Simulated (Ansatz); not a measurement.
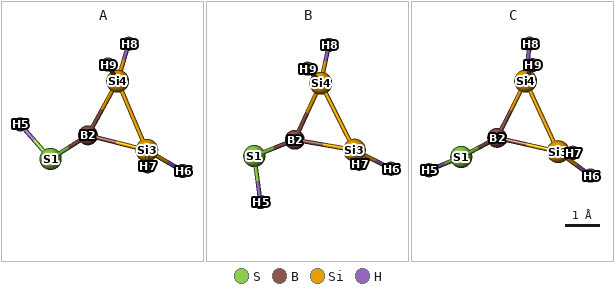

3 geometries from a converged minimum-energy path of BSi₂H₅S, shuffled. A ball-and-stick model, seen at a tilt.

These are results of RKS r2SCAN/STO-3G in Ansatz, not measurements. Set-up: 5 movable images; climbing image; force threshold 0.05 eV/Å; iteration limit 60; starting path by image-dependent pair potential.

Q: Which of them lies highest in energy?

A: C. In order along the path, whose images run from 0 to 6: A (image 1, +5.4 kJ/mol), C (image 3, +123.5 kJ/mol), B (image 5, +6.2 kJ/mol). The motion is a rotation about the S1–B2 bond by about 180°. No bond forms or breaks between the ends. Among the angles between lasting bonds that change up to the highest image: Si3–Si4–H9 121.4° → 101.0°, S1–B2–Si4 149.0° → 132.8°.

Limits of the set-up: STO-3G is a minimal basis, so the numbers are rough.

The run took 3.2 min on 1 thread of Arm Neoverse V1 (shared host), peak memory 0.12 GiB.
